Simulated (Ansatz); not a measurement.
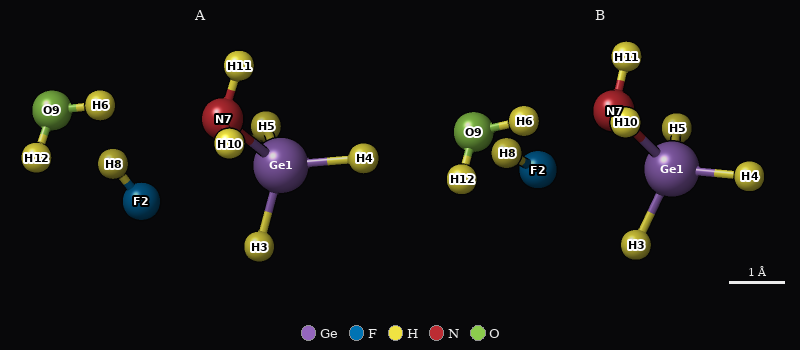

Two geometries of GeNH8OF, drawn at one scale. One is the start of a relaxation, the other its converged end. A ball-and-stick model, seen from a free direction.

The calculation used RKS PBE-D4/def2-SVP (Ansatz). Settings: no spin polarisation; force threshold 0.03 eV/Å; at most 50 steps.

### Which geometry has the lower energy?

Structure B is the relaxed one. The run prepares an end point of a later path (reaction) calculation, from a guessed geometry. After 16 accepted moves (17 points after the start) the energy has fallen by 0.510 eV. The largest force component goes from 1.6 to 0.0084 eV/Å. The line search rejected the trial step at point 4 of the run. The forces were under the threshold at step 8, but the run went on from there. H12 moves most after the best rigid fit: 0.61 Å. Largest moves by element: H 0.61 Å, F 0.59 Å, O 0.56 Å, N 0.25 Å, Ge 0.18 Å. Among the contacts that change: F2–H8 0.919 → 0.985 Å, H6–O9 0.977 → 1.021 Å, Ge1–N7 1.901 → 1.907 Å. Bond angles that change, for instance: H4–Ge1–N7 110.6° → 107.9°. Groups turn about Ge1–N7 by about 25°. Cost: 27 s on 2 threads of Intel(R) Xeon(R) Platinum 8488C (Sapphire Rapids), on a shared host, peak memory 0.17 GiB.
